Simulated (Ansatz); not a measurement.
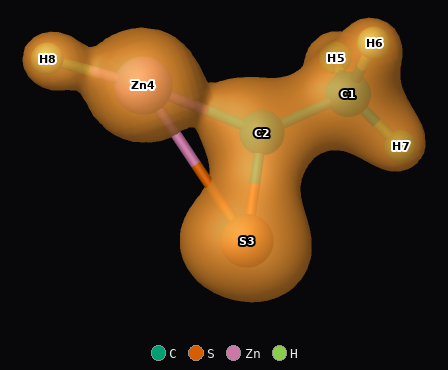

C₂H₄SZn. Isosurface of the total electron density at 0.6 e/Å³ (orange), seen at a tilt.

Geometry: PBE0-D4/def2-TZVP.

Method: RKS PBE0-D4/def2-TZVPP in Ansatz 0.2.0.

```
atom    x (Å)    y (Å)    z (Å)
   C   0.1578   1.2110  -0.2463
   C   0.3201  -0.2305   0.0448
   S   1.7755  -0.9576   0.1833
  Zn  -0.8563  -1.7434   0.3586
   H  -0.4357   1.3360  -1.1592
   H  -0.4283   1.6825   0.5508
   H   1.1146   1.7291  -0.3556
   H  -1.6477  -3.0270   0.6237
```

How is the density connected at this value?

Answer. At this value the surface is in one piece. It bridges the sampled C–C (1.48 Å), C–S (1.63 Å) and C–Zn (1.94 Å) contacts, where the density stays above the isovalue. It is pinched off along the sampled Zn–S (2.75 Å) contacts. On the grid the lowest density along these lines, outside the cores, is 1.8 e/Å³ (C–C, 1.48 Å), 1.6 e/Å³ (C–S, 1.63 Å), 0.76 e/Å³ (C–Zn, 1.94 Å) and 0.31 e/Å³ (Zn–S, 2.75 Å).
